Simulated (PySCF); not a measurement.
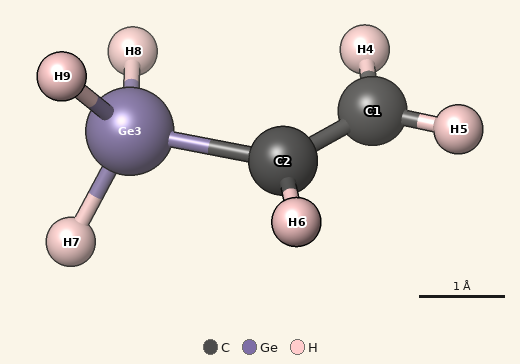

**Figure 1.** The structure (ball-and-stick view, seen at a tilt; atoms are numbered from 1 in the order of the input). Sticks mark near contacts. Bond lengths as drawn: C–C 1.34 Å, C–Ge 1.94 Å, C–H 1.10 Å and Ge–H 1.54 Å.

## C$_{2}$H$_{6}$Ge: one change and its effect

System: C$_{2}$H$_{6}$Ge, SMILES C=[CH][GeH3].
Method of the first run: TDDFT PBE0/def2-SVP, vertical, gas phase, core orbitals frozen in the response (PySCF 2.14.0).

The geometry comes from this level: PBE0-D3(BJ)/def2-SVP. Text and figures count atoms from 1; the logs count them from 0 in places.

Input file, the first run:
```
{"job": {"kind": "uv", "xc": "PBE0", "basis": "def2-SVP"}, "charge": 0, "multiplicity": 1}
C      1.544706     0.004209    -0.349948
C      0.564702     0.039445     0.557059
Ge    -1.318057    -0.018450     0.095011
H      1.340615    -0.059767    -1.424824
H      2.601162     0.036608    -0.060810
H      0.832982     0.097524     1.619507
H     -2.016146    -1.177985     0.832493
H     -1.445939    -0.222346    -1.425966
H     -2.020653     1.294177     0.495371
```

The first line tells a small driver script what to run in PySCF; the rest is the geometry in Å.

Command:
```bash
OMP_NUM_THREADS=1 python <driver script> task.json out
```

Hardware: 1 CPU thread, shared host.

Output (the first run):
```
coarse grid: 32608 points
cycle   1  E = -2156.0742337500  dE = -5.969e-01  |g| = 4.018e-01  |ddm| = 2.841e+00
cycle   2  E = -2156.0678991512  dE =  6.335e-03  |g| = 4.419e-01  |ddm| = 6.144e-01
cycle   3  E = -2156.1002464983  dE = -3.235e-02  |g| = 1.874e-02  |ddm| = 3.540e-01
cycle   4  E = -2156.1002718678  dE = -2.537e-05  |g| = 1.780e-02  |ddm| = 3.260e-02
cycle   5  E = -2156.1003530584  dE = -8.119e-05  |g| = 3.350e-03  |ddm| = 1.709e-02
cycle   6  E = -2156.1003566323  dE = -3.574e-06  |g| = 6.244e-04  |ddm| = 4.154e-03
final grid: 67688 points
cycle   7  E = -2156.1003546216  dE =  2.302e-08  |g| = 6.908e-04  |ddm| = 1.211e-03
cycle   8  E = -2156.1003545474  dE =  7.418e-08  |g| = 8.567e-04  |ddm| = 1.321e-03
cycle   9  E = -2156.1003547333  dE = -1.859e-07  |g| = 1.456e-04  |ddm| = 7.868e-04
cycle  10  E = -2156.1003547387  dE = -5.429e-09  |g| = 6.578e-06  |ddm| = 1.247e-04
cycle  11  E = -2156.1003547387  dE = -6.821e-12  |g| = 1.751e-06  |ddm| = 7.625e-06
converged SCF energy = -2156.1003547387

Static polarisability (au): isotropic 50.087, principal 37.168 46.775 66.317

Singlet excitations
state   eV       nm        f      main configurations
  1   6.8369    181.3   0.00238   H-1->L 0.97
  2   7.4357    166.7   0.41555   H->L 0.92
  3   7.9067    156.8   0.00265   H->L+1 0.82, H-2->L 0.13
  4   7.9915    155.1   0.00405   H-2->L 0.83, H->L+1 0.13
  5   8.4009    147.6   0.00318   H->L+2 0.94
  6   8.5316    145.3   0.03473   H-3->L 0.84
  7   8.9265    138.9   0.00363   H->L+3 0.46, H->L+5 0.41, H->L+4 0.10
  8   8.9950    137.8   0.07049   H-1->L+1 0.74, H->L+4 0.18
  9   9.0778    136.6   0.00566   H-4->L 0.60, H->L+5 0.17, H->L+3 0.14
 10   9.1842    135.0   0.00231   H-1->L+2 0.60, H-2->L+1 0.34

Triplet excitations (Tamm-Dancoff, eV): 4.2468 6.2127 7.6411 7.6929
```

The input of the second run differs as follows (lines with − go, lines with + come):
```diff
-"basis": "def2-SVP"
+"basis": "6-31G*"
```

What does this change do to the results?

The total energy of the second run is 16.6 kcal/mol lower, which measures the change of basis and not a stability. The HOMO goes from −7.86 to −7.67 eV. The LUMO goes from −0.17 to 0.12 eV. The dipole moment goes from 0.60 to 0.64 D. The lowest excitation goes from 6.84 to 7.01 eV. The strongest computed line goes from 7.44 to 7.58 eV. The SCF takes 10 iterations against 11. The basis functions go from 90 to 72.

Output (the second run):
```
coarse grid: 32608 points
cycle   1  E = -2156.0977658552  dE = -5.683e-01  |g| = 4.217e-01  |ddm| = 2.604e+00
cycle   2  E = -2156.0902347957  dE =  7.531e-03  |g| = 4.684e-01  |ddm| = 6.481e-01
cycle   3  E = -2156.1266995054  dE = -3.646e-02  |g| = 2.096e-02  |ddm| = 3.743e-01
cycle   4  E = -2156.1267124880  dE = -1.298e-05  |g| = 2.082e-02  |ddm| = 3.411e-02
cycle   5  E = -2156.1268252605  dE = -1.128e-04  |g| = 2.907e-03  |ddm| = 1.827e-02
cycle   6  E = -2156.1268281400  dE = -2.879e-06  |g| = 2.485e-04  |ddm| = 4.050e-03
final grid: 67688 points
cycle   7  E = -2156.1268305830  dE = -6.621e-09  |g| = 2.227e-04  |ddm| = 6.320e-04
cycle   8  E = -2156.1268305773  dE =  5.709e-09  |g| = 2.680e-04  |ddm| = 4.998e-04
cycle   9  E = -2156.1268305970  dE = -1.968e-08  |g| = 4.509e-05  |ddm| = 2.695e-04
cycle  10  E = -2156.1268305974  dE = -4.670e-10  |g| = 1.069e-05  |ddm| = 4.161e-05
converged SCF energy = -2156.1268305974

Static polarisability (au): isotropic 46.709, principal 33.267 43.775 63.085

Singlet excitations
state   eV       nm        f      main configurations
  1   7.0123    176.8   0.00349   H-1->L 0.96
  2   7.5836    163.5   0.40949   H->L 0.92
  3   7.7159    160.7   0.01248   H->L+1 0.95
  4   8.2202    150.8   0.00480   H-2->L 0.96
  5   8.5970    144.2   0.00113   H->L+2 0.96
  6   8.6934    142.6   0.07410   H-3->L 0.71, H-1->L+1 0.25
  7   8.9872    138.0   0.01490   H->L+3 0.85
  8   9.0045    137.7   0.11475   H-1->L+1 0.52, H->L+4 0.27, H-3->L 0.13
  9   9.2547    134.0   0.00025   H-4->L 0.82, H->L+5 0.13
 10   9.3000    133.3   0.00133   H-2->L+1 0.82, H-1->L+2 0.16

Triplet excitations (Tamm-Dancoff, eV): 4.2636 6.3882 7.4682 7.9375
```

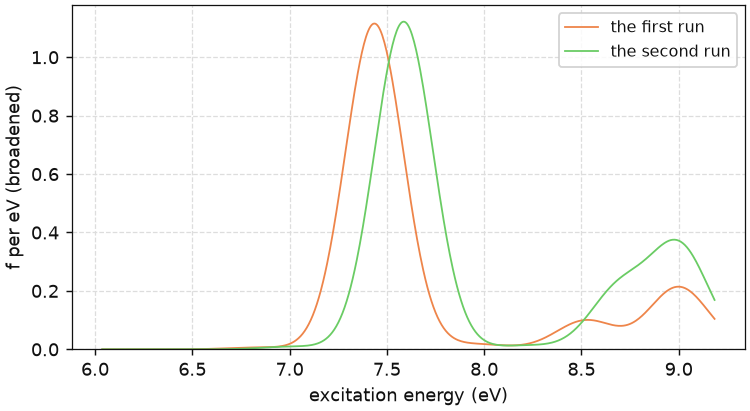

**Figure 2.** Absorption of the two runs from their computed states, each broadened by a Gaussian of 0.35 eV full width; the range ends where the shorter list of states ends.

The two runs side by side:

```csv
quantity,the first run,the second run
outcome,converged,converged
total energy (hartree),−2156.100355,−2156.126831
HOMO (eV),−7.86,−7.67
LUMO (eV),−0.17,0.12
dipole moment (D),0.60,0.64
lowest excitation (eV),6.84,7.01
SCF iterations,11,10
strongest computed line (eV),7.44,7.58
basis functions,90,72
wall time (shared host),6.4 s,5.1 s
```

For both runs: Spin–orbit coupling is left out, which matters for the heavy atoms.
